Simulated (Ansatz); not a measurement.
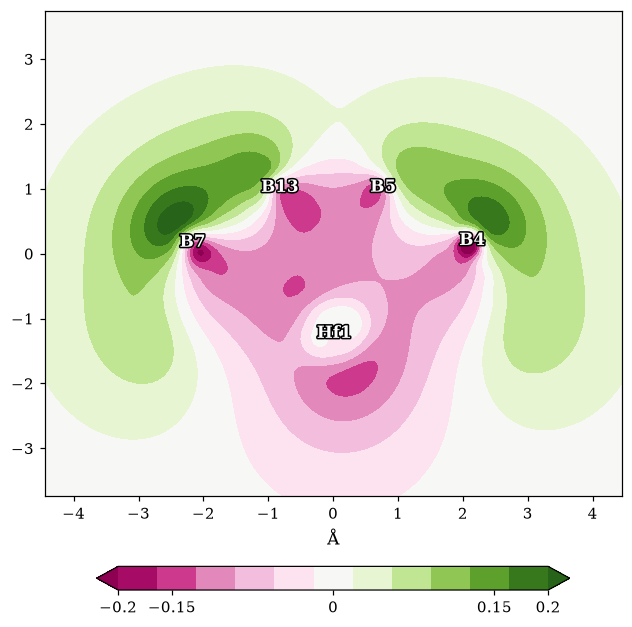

Figure. B12Hf. The HOMO on the plane of atoms B4, Hf1 and B7 (values in Å⁻³ᐟ²; the overall sign is arbitrary).

Geometry: PBE-D4/def2-SVP; core potentials replace the inner electrons of Hf.

Method: RKS PBE0-D4/def2-TZVP in Ansatz 0.2.0.

Input

```
crystal:
  periodic: [false, false, false]
  atoms:
    - {symbol: Hf, position_ang: [-0.795689, 0.746918, 0.794296]}
    - {symbol: B, position_ang: [-1.275221, 0.252712, -1.431195]}
    - {symbol: B, position_ang: [-0.310468, 1.480905, -1.551045]}
    - {symbol: B, position_ang: [-0.626753, -1.656558, 1.663528]}
    - {symbol: B, position_ang: [0.778433, -0.969564, 1.288194]}
    - {symbol: B, position_ang: [-0.215683, -1.705701, -0.026238]}
    - {symbol: B, position_ang: [1.512571, 1.892163, 0.479448]}
    - {symbol: B, position_ang: [1.251374, 0.808349, -0.872379]}
    - {symbol: B, position_ang: [1.065096, -0.775488, -0.469605]}
    - {symbol: B, position_ang: [-1.800581, -1.045369, -0.722873]}
    - {symbol: B, position_ang: [0.649640, 2.410091, -0.695007]}
    - {symbol: B, position_ang: [-1.806660, -1.781691, 0.672776]}
    - {symbol: B, position_ang: [1.573930, 0.343244, 0.870109]}
basis:
  gaussian: {orbitals: def2-TZVP, initial_orbitals: start.molden}
hamiltonian: {xc: pbe0, dispersion: d4}
scf: {omitted_lower_state_checks: [starts]}
output: {orbitals: {seedname: orbitals}}
```

Run with:

```sh
ansatz run in.yaml --threads 4 --pin off --events-out ev --progress --plain --max-ram 6963MiB
```

Describe this orbital and give its energy.

Answer. Its weight (Hirshfeld) is mainly on Hf1 (about 20 %), B9 (about 15 %), B7 (about 10 %), B4 (about 10 %), B6 (about 5 %) and B8 (about 5 %). Its energy is −5.82 eV.
